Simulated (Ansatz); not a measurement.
A series of calculations on WH$_{2}$OCl$_{5}$F

Part 1: Relaxation

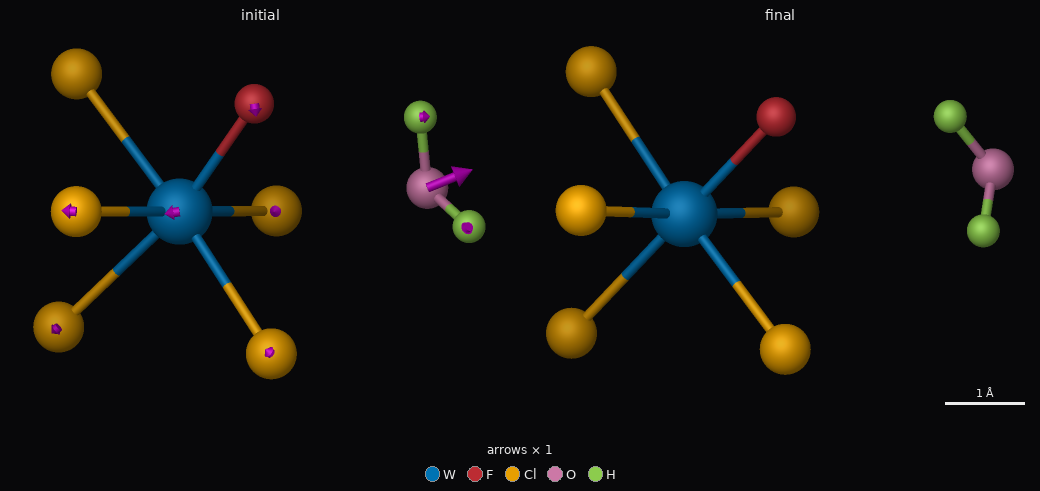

The structure of WH$_{2}$OCl$_{5}$F before (left) and after (right) a relaxation, at one scale. The purple arrows give the displacements, at their true length.

The picture is a ball-and-stick view, seen at a tilt.

The run prepares an end point of a later path (reaction) calculation, from a guessed geometry.

All numbers below come from Ansatz 0.2.0, RKS PBE/def2-SVP. Settings: no spin polarisation; force threshold 0.03 eV/Å; at most 50 steps.

> What changed between the two?

The largest move after the best rigid fit is that of the O atom, 0.63 Å. Largest moves by element: O 0.63 Å, W 0.20 Å, Cl 0.19 Å, F 0.17 Å, H 0.14 Å. Among the contacts that change: O–W 3.161 → 3.958 Å, F–W 1.868 → 1.898 Å, Cl–W 2.340 → 2.316 Å, Cl–W 2.320 → 2.301 Å. Among the angles between lasting bonds that change: F–W–Cl 98.2° → 87.7°, F–W–Cl 169.2° → 178.6°, F–W–Cl 96.4° → 89.0°. The energy falls by 0.308 eV in 10 accepted moves (13 points after the start). The largest force component goes from 0.93 to 0.025 eV/Å. The line search rejected the trial steps at points 3, 9, 12 of the run. The forces were under the threshold at step 10, but the run went on from there.

Part 2: Relaxation

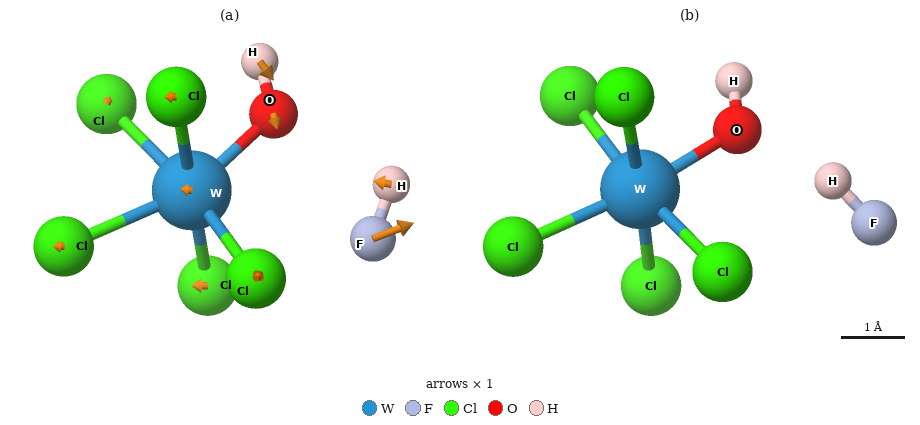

The structure of WH2OCl5F before (left) and after (right) a relaxation, at one scale. The orange arrows give the displacements, at their true length.

Style: ball-and-stick. Shown at a tilt.

The run prepares an end point of a later path (reaction) calculation, from a guessed geometry.

Method: RKS PBE/def2-SVP in Ansatz. (no spin polarisation; force threshold 0.03 eV/Å; at most 50 steps)

Q: Describe what moved and what it gained.

A: The largest move after the best rigid fit is that of the F atom, 0.72 Å. Largest moves by element: F 0.72 Å, H 0.39 Å, O 0.28 Å, Cl 0.27 Å, W 0.19 Å. Among the contacts that change: F–W 3.066 → 3.867 Å, Cl–W 2.394 → 2.354 Å, Cl–W 2.354 → 2.332 Å, F–H 0.929 → 0.944 Å. Bond angles that change, for instance: Cl–W–O 108.5° → 90.1°, Cl–W–O 160.3° → 172.1°, Cl–W–Cl 90.1° → 97.8°. The energy falls by 32.1 kJ/mol in 8 accepted moves (10 points after the start). Largest force component: 0.5 eV/Å at the start, 0.027 eV/Å at the end. The line search rejected the trial steps at points 5, 9 of the run. Cost: 28 s on 4 threads of Intel(R) Xeon(R) CPU @ 2.60GHz (Ice Lake) (shared host), peak memory 0.3 GiB.

Limits of the set-up: the start holds two separate molecules, 2.2 Å apart at their closest, whose relative position is a soft coordinate and is computed without a dispersion correction.

Part 3: Path

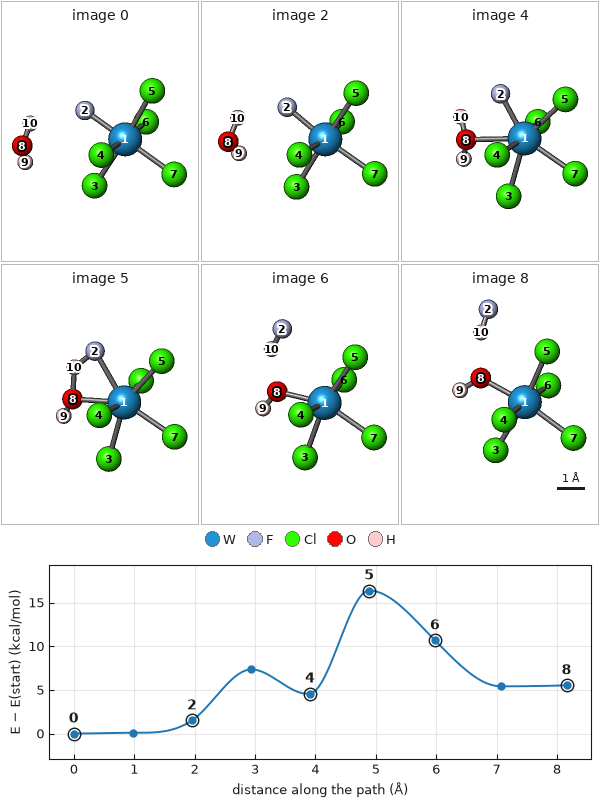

NEB run on WH$_{2}$OCl$_{5}$F, made up at the start of WCl₅F and H₂O. Images are numbered from 0 (start) to 8 (end). The picture is a ball-and-stick view, seen from a free direction.

These are results of Ansatz 0.2.0, RKS PBE/def2-SVP, not measurements. Set-up: 7 movable images; climbing image; force threshold 0.05 eV/Å; iteration limit 60; starting path through a guess of the saddle point.

Q: Read off the barrier and say what moves.

A: Forward barrier 16.4 kcal/mol, backward barrier 10.9 kcal/mol, with image 5 at the top; the reaction energy is +5.5 kcal/mol. The profile has 2 maxima (images 3, 5) with a dip at image 4 (+4.6 kcal/mol), so the process runs in steps. The path has more than one stage, and so few images may leave a stage unresolved. Breaking: O8–H10 (0.98 → 1.23 at the top → 1.74 Å), W1–F2 (1.90 → 2.23 at the top → 3.87 Å). Forming: F2–H10 (2.21 → 1.12 at the top → 0.94 Å), W1–O8 (3.96 → 2.07 at the top → 1.93 Å). The band converged in 23 iterations. The largest component of the band force went from 8 to 0.048 eV/Å. The climbing image converged on the top of the path. Its vibrational analysis gives one imaginary mode (443i cm⁻¹), as a transition state must have.

Limits of the set-up: the start holds two separate molecules, 2.2 Å apart at their closest, whose relative position is a soft coordinate and is computed without a dispersion correction.

The run took 6.5 min on 4 threads of Intel(R) Xeon(R) CPU @ 2.60GHz (Ice Lake), with other jobs on the host, peak memory 0.33 GiB.
